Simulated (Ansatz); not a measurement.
# BrGaH4O: two geometries relaxed

Aim: relax the geometries before and after the reaction (exchange4), and see whether they are two minima and how far apart in energy. Meant to form: Ga1–Br6, H5–O2; to break: Ga1–O2, H5–Br6. The start is a guess near the saddle point, from which both ends are pulled out.

All numbers below are computed with Ansatz 0.2.0 (RKS r2SCAN/def2-SVP).

## (1) The starting structure

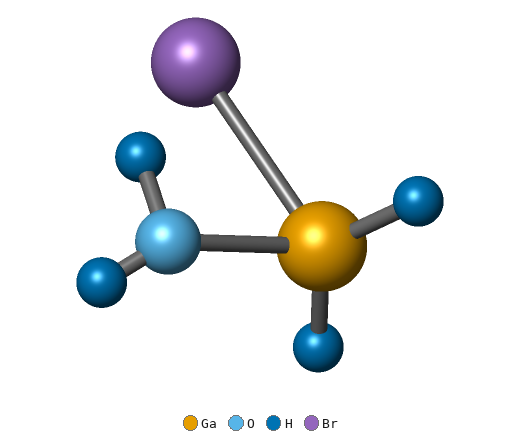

Start, viewed from a chosen angle; gallium amber, oxygen blue, hydrogen blue, bromine purple.

As a file:

```xyz
7

Ga   -0.8833   -0.5275   -0.3551
O     0.8986    0.7494   -0.4761
H    -0.5546   -1.9648   -0.8190
H    -2.0952    0.3730   -0.6571
H     0.9140    0.6840    0.7907
Br   -0.0773   -0.1189    2.3200
H     1.7977    0.8048   -0.8034
```

## (2) A restrained relaxation towards end A

Springs on the bonds that form and break draw the guess towards this end; the thresholds are loose.

The input, input.yaml:

```yaml
crystal:
  periodic: [false, false, false]
  atoms:
    - { symbol: Ga, position_ang: [-0.8833, -0.5275, -0.3551] }
    - { symbol: O, position_ang: [0.8986, 0.7494, -0.4761] }
    - { symbol: H, position_ang: [-0.5546, -1.9648, -0.819] }
    - { symbol: H, position_ang: [-2.0952, 0.373, -0.6571] }
    - { symbol: H, position_ang: [0.914, 0.684, 0.7907] }
    - { symbol: Br, position_ang: [-0.0773, -0.1189, 2.32] }
    - { symbol: H, position_ang: [1.7977, 0.8048, -0.8034] }
basis:
  gaussian: { orbitals: def2-SVP }
hamiltonian:
  xc: r2scan
relax:
  f_tol: 0.15
  max_steps: 25
  restrain:
    - { distance: [0, 5], at: 3.72, k: 30.0 }
    - { distance: [4, 1], at: 2.27, k: 30.0 }
    - { distance: [0, 1], at: 1.88, k: 30.0 }
    - { distance: [4, 5], at: 1.51, k: 30.0 }
```

The run is started by

```bash
ansatz run input.yaml --threads 2 --pin off --max-ram 3072MiB --backend cpu --events-out ev --progress --plain --runs-dir out
```

Output, shortened:

```text
Warning: RAYON_NUM_THREADS=2 ignored (pool sized by the plan → 2); use --threads N
[...]
Functional definition: r2SCAN
[...]
1075 factors; their error is unknown
[...]
mean field -124518.80725691 eV, -4575.9817648125 hartree, gradient 3.8e-5 eV, S^2 0.000000; 0 other end points of the search recorded, 0 dependent functions left out
[...]
reference -124518.80726793 eV, -4575.9817652174 hartree; 39, 39 occupied and 59, 59 virtual orbitals, 1075 factors
relax step   1: F+E_penalty+E_count = -124518.80725691 eV  Δ(F+E_penalty+E_count) = +0.000e0 eV  max|allowed force component| = 3.694e0 eV/Å  E_restraint = 32.06636012 eV  max|allowed force component, restraints' pulls added| = 3.821e1 eV/Å  Δτ_max = 0.0000 Å  (27 SCF iters, accepted)
[...]
relax step   3: F+E_penalty+E_count = -124518.01543073 eV  Δ(F+E_penalty+E_count) = +5.967e-2 eV  max|allowed force component| = 2.461e0 eV/Å  E_restraint = 5.38315491 eV  max|allowed force component, restraints' pulls added| = 1.572e1 eV/Å  Δτ_max = 0.1950 Å  (35 SCF iters, accepted)
[...]
relax step   5: F+E_penalty+E_count = -124518.56488764 eV  Δ(F+E_penalty+E_count) = -2.136e-1 eV  max|allowed force component| = 1.053e0 eV/Å  E_restraint = 0.04500596 eV  max|allowed force component, restraints' pulls added| = 1.126e0 eV/Å  Δτ_max = 0.1931 Å  (32 SCF iters, accepted)
[...]
relax step   9: F+E_penalty+E_count = -124518.73342750 eV  Δ(F+E_penalty+E_count) = -9.229e-3 eV  max|allowed force component| = 8.517e-1 eV/Å  E_restraint = 0.02799992 eV  max|allowed force component, restraints' pulls added| = 5.446e-2 eV/Å  Δτ_max = 0.0944 Å  (28 SCF iters, accepted)
  distance Ga 0 - Br 5 = 3.7167 Å
  distance H 4 - O 1 = 2.2628 Å
  distance Ga 0 - O 1 = 1.8513 Å
  distance H 4 - Br 5 = 1.4787 Å
1075 factors; their error is unknown
mean field -124518.73342750 eV, -4575.9790516317 hartree, gradient 9.6e-6 eV, S^2 0.000000; 1 other end points of the search recorded, 0 dependent functions left out
[...]
reference -124518.73343855 eV, -4575.9790520379 hartree; 39, 39 occupied and 59, 59 virtual orbitals, 1075 factors
Total energy: -124518.73343855 eV, -4575.9790520379 hartree
Atom 0 at    -0.732739    -0.397947    -0.822265 Å, force     0.688182     0.494486     0.122866 eV/Å
Atom 1 at     0.713461     0.754794    -0.738104 Å, force    -0.649270    -0.537757     0.181732 eV/Å
Atom 2 at    -0.398371    -1.885373    -1.150827 Å, force    -0.010428     0.033176    -0.001860 eV/Å
Atom 3 at    -2.081399     0.332480    -0.602529 Å, force     0.026676     0.004331    -0.000244 eV/Å
Atom 4 at     0.716647     0.796365     1.524295 Å, force    -0.299645    -0.451270     0.528587 eV/Å
Atom 5 at     0.235234     0.092702     2.732432 Å, force     0.280042     0.437866    -0.851722 eV/Å
Atom 6 at     1.547067     0.306980    -0.943003 Å, force    -0.035557     0.019167     0.020641 eV/Å
Dipole moment:     0.108263    -0.203562    -0.309214 e Å
```

It took 52 s on 2 threads of Arm Neoverse N1, shared host; peak memory 0.16 GiB.

Relaxation path:

| step | energy from step 1 (eV) | largest force component (eV/Å) |
| --- | --- | --- |
| 1 | 0.0000 | 3.6941 |
| 2 | 0.7322 | 2.2453 |
| 3 | 0.7918 | 2.4611 |
| 4 | 0.4559 | 1.7473 |
| 5 | 0.2424 | 1.0533 |
| 6 | 0.1216 | 1.0401 |
| 7x | 0.1538 | 1.4051 |
| 8 | 0.0831 | 1.1515 |
| 9 | 0.0738 | 0.8517 |

Step 1 is the start. 1 step was tried and not accepted (marked x). Energies and forces in the table leave out the springs, which the log lists apart; the run stops on the force with the springs' pull added.

After: Bond lengths: Ga1–O2 1.851 Å, Ga1–H3 1.560 Å, Ga1–H4 1.549 Å, H5–Br6 1.479 Å, O2–H7 0.968 Å. Angles: Ga1–O2–H7 112.0°, O2–Ga1–H3 115.8°, O2–Ga1–H4 112.3°, H3–Ga1–H4 131.8°.

Pairs that crossed the distance rule for bonds on the way: came closer H5–Br6; moved apart Ga1–Br6.

## (3) End point A

It starts where the restrained run ended.

The input, input.yaml:

```yaml
crystal:
  periodic: [false, false, false]
  atoms:
    - { symbol: Ga, position_ang: [-0.732739, -0.397947, -0.822265] }
    - { symbol: O, position_ang: [0.713461, 0.754794, -0.738104] }
    - { symbol: H, position_ang: [-0.398371, -1.885373, -1.150827] }
    - { symbol: H, position_ang: [-2.081399, 0.33248, -0.602529] }
    - { symbol: H, position_ang: [0.716647, 0.796365, 1.524295] }
    - { symbol: Br, position_ang: [0.235234, 0.092702, 2.732432] }
    - { symbol: H, position_ang: [1.547067, 0.30698, -0.943003] }
basis:
  gaussian: { orbitals: def2-SVP }
hamiltonian:
  xc: r2scan
relax:
  f_tol: 0.03
  max_steps: 50
```

The run is started by

```bash
ansatz run input.yaml --threads 2 --pin off --max-ram 3072MiB --backend cpu --events-out ev --progress --plain --runs-dir out
```

Output, shortened:

```text
Warning: RAYON_NUM_THREADS=2 ignored (pool sized by the plan → 2); use --threads N
[...]
[... 1 set-up line as earlier in the session ...]
[...]
1075 factors; their error is unknown
[...]
mean field -124518.73342986 eV, -4575.9790517183 hartree, gradient 2.2e-5 eV, S^2 0.000000; 0 other end points of the search recorded, 0 dependent functions left out
[...]
reference -124518.73344092 eV, -4575.9790521248 hartree; 39, 39 occupied and 59, 59 virtual orbitals, 1075 factors
relax step   1: F+E_penalty+E_count = -124518.73342986 eV  Δ(F+E_penalty+E_count) = +0.000e0 eV  max|allowed force component| = 8.517e-1 eV/Å  Δτ_max = 0.0000 Å  (26 SCF iters, accepted)
[...]
relax step   4: F+E_penalty+E_count = -124518.93877991 eV  Δ(F+E_penalty+E_count) = -4.433e-2 eV  max|allowed force component| = 6.936e-1 eV/Å  Δτ_max = 0.1671 Å  (29 SCF iters, accepted)
[...]
mean field -124520.11695487 eV, -4576.0298953246 hartree, gradient 8.2e-5 eV, S^2 0.000000; 1 other end points of the search recorded, 0 dependent functions left out
[...]
reference -124520.11696524 eV, -4576.0298957059 hartree; 39, 39 occupied and 59, 59 virtual orbitals, 1075 factors
Total energy: -124520.11696524 eV, -4576.0298957059 hartree
Atom 0 at    -0.826903    -0.480635    -0.103611 Å, force     0.007559    -0.001034     0.013307 eV/Å
Atom 1 at     0.820487     0.845061    -0.441085 Å, force    -0.009923     0.011178     0.004969 eV/Å
Atom 2 at    -0.268657    -1.746139    -0.826455 Å, force    -0.001607     0.002955     0.003731 eV/Å
Atom 3 at    -2.039377     0.408574    -0.493556 Å, force     0.003434    -0.002872     0.006246 eV/Å
Atom 4 at     1.078152     1.036716     0.481229 Å, force     0.003826    -0.001843    -0.007773 eV/Å
Atom 5 at    -0.346277    -0.453225     2.214656 Å, force    -0.004965     0.000402    -0.028066 eV/Å
Atom 6 at     1.582475     0.389649    -0.831179 Å, force     0.001677    -0.008785     0.007587 eV/Å
Dipole moment:     0.635550     0.235774    -0.476724 e Å
```

Wall time 81 s (2 threads of Arm Neoverse N1, shared host); peak memory 0.16 GiB.

Relaxation path:

```csv
step,energy from step 1 (eV),largest force component (eV/Å)
1,0.0000,0.8517
2,-0.1116,0.3364
3,-0.1610,0.6681
4,-0.2054,0.6936
5,-0.3173,1.0628
6,-0.4817,3.4230
7,-1.0004,1.7886
8,-1.2678,0.7514
9x,-1.1178,5.5117
10,-1.3370,0.3190
11,-1.3697,0.1392
12,-1.3812,0.1134
13,-1.3833,0.0573
14,-1.3835,0.0281
```

Step 1 is the start. 1 step was tried and not accepted (marked x).

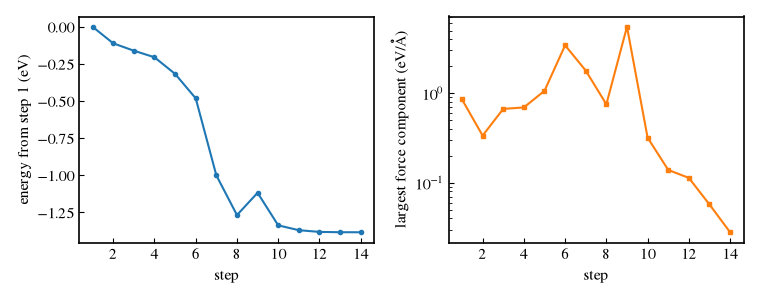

Energy and largest force along the relaxation.

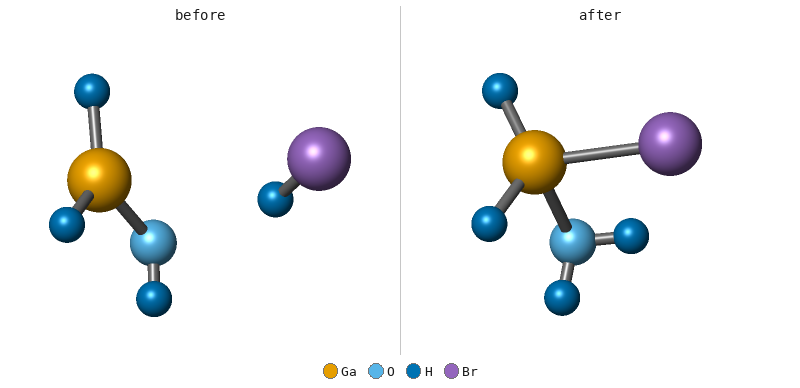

Before and after, at one scale.

After: Bond lengths: Ga1–O2 2.141 Å, Ga1–H3 1.561 Å, Ga1–H4 1.553 Å, O2–H5 0.977 Å, Ga1–Br6 2.368 Å, O2–H7 0.970 Å. Angles: Ga1–O2–H5 100.1°, Ga1–O2–H7 112.2°, H5–O2–H7 105.4°, O2–Ga1–H3 98.8°, O2–Ga1–H4 101.9°, O2–Ga1–Br6 89.5°, H3–Ga1–H4 128.8°, H3–Ga1–Br6 113.0°, H4–Ga1–Br6 113.4°.

Pairs that crossed the distance rule for bonds on the way: came closer Ga1–Br6, O2–H5; moved apart H5–Br6.

(Part 1 of 2 ends here.)
